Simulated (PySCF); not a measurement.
# U-r2SCAN/def2-SVP run of CH4BNO− (SMILES [BH2-]NC=O)

What is the vertical ionisation energy of CH4BNO− at U-r2SCAN/def2-SVP? Input form: a Python script.

The calculation is run with PySCF 2.14.0.

## 1. Starting point

CH4BNO−: 8 atoms, total charge -1, spin state doublet. SMILES: `[BH2-]NC=O`. Geometry: relaxed at GFN2-xTB.

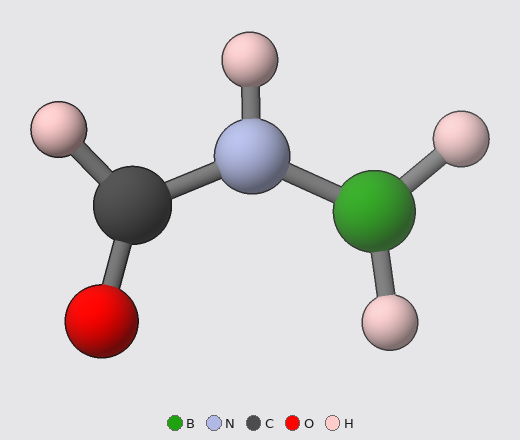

Viewed from a chosen angle; boron green, nitrogen light blue, carbon dark grey, oxygen red, hydrogen pink.

## 2. A single-point energy at U-r2SCAN/def2-SVP

job.py reads:

```python
from pyscf import gto, dft

mol = gto.M(
    atom='''
B       -0.378840       1.193730      -0.384980
N        0.373680       0.078060       0.077210
C        0.065520      -1.239200       0.328340
O       -1.057980      -1.806170       0.189110
H        0.220350       2.225190      -0.510600
H       -1.523770       1.105570      -0.655760
H        1.350860       0.264020       0.268590
H        0.950190      -1.821200       0.688070
''',
    spin=1,
    basis='def2-svp',
    verbose=3,
    charge=-1,
    max_memory=1860,
)

mf = dft.UKS(mol)
mf.xc = 'r2scan'
mf.conv_tol = 1e-10
mf.grids.level = 2
mf.kernel()
if not mf.converged:
    mf = mf.newton().run(mf.mo_coeff, mf.mo_occ)

energy = mf.e_tot
print('E = %.10f Eh' % energy)
```

The run is started by

```sh
$ OMP_NUM_THREADS=1 python job.py
```

Log:

```text
WARN: HOMO -0.139849784921795 >= LUMO -0.139849784921793

converged SCF energy = -195.087860438293  <S^2> = 0.7640864  2S+1 = 2.0140371
E = -195.0878604383 Eh
```

It took 20 s on 1 thread of Arm Neoverse V1, shared host; peak memory 0.39 GiB.

## 3. Singlet neutral CH4BNO, same level

job.py reads:

```python
from pyscf import gto, dft

system = gto.M(
    atom=[
    ('B', (-0.378840, 1.193730, -0.384980)),
    ('N', (0.373680, 0.078060, 0.077210)),
    ('C', (0.065520, -1.239200, 0.328340)),
    ('O', (-1.057980, -1.806170, 0.189110)),
    ('H', (0.220350, 2.225190, -0.510600)),
    ('H', (-1.523770, 1.105570, -0.655760)),
    ('H', (1.350860, 0.264020, 0.268590)),
    ('H', (0.950190, -1.821200, 0.688070)),
],
    basis='def2-svp',
    verbose=3,
    charge=0,
    max_memory=1860,
)

mf = dft.RKS(system)
mf.xc = 'r2scan'
mf.grids.level = 2
mf.conv_tol = 1e-10
mf.kernel()
if not mf.converged:
    mf = mf.newton().run(mf.mo_coeff, mf.mo_occ)

e_final = mf.e_tot
print('E = %.10f Eh' % e_final)
```

The run is started by

```sh
$ OMP_NUM_THREADS=1 python job.py
```

Log:

```text
converged SCF energy = -195.097469897322
E = -195.0974698973 Eh
```

It took 8.1 s on 1 thread of Arm Neoverse V1, shared host; peak memory 0.39 GiB.

## 4. Outcome

Level: U-r2SCAN/def2-SVP.

| quantity | value |
| --- | --- |
| doublet CH4BNO−: total energy | -195.08786 Eh |
| doublet CH4BNO−: HOMO energy (highest over α and β) | 3.05 eV |
| doublet CH4BNO−: LUMO energy (lowest over α and β) | 4.90 eV |
| doublet CH4BNO−: ⟨S²⟩ | 0.764 |
| singlet neutral CH4BNO: total energy | -195.09747 Eh |
| singlet neutral CH4BNO: dipole moment | 3.63 D |
| singlet neutral CH4BNO: HOMO energy | -6.46 eV |
| singlet neutral CH4BNO: LUMO energy | -2.37 eV |
| singlet neutral CH4BNO: HOMO–LUMO gap | 4.09 eV |
| vertical detachment energy (to the singlet neutral) | -0.261 eV |

What this shows: The species is unbound against losing an electron at this level, by 0.26 eV (−25.2 kJ/mol); missing correlation or diffuse functions can give that sign where the real anion is bound. Only the singlet of the ionised species was computed; a triplet could lie lower. Mulliken charges (doublet CH4BNO−) run from -0.43 on O4 to +0.10 on C3; they depend strongly on the basis. The HOMO (doublet CH4BNO−) lies at positive energy, 3.05 eV, as semi-local functionals often give for anions; only total energies tell whether the electron is bound. Mulliken charges (singlet neutral CH4BNO) run from -0.28 on O4 to +0.21 on C3.
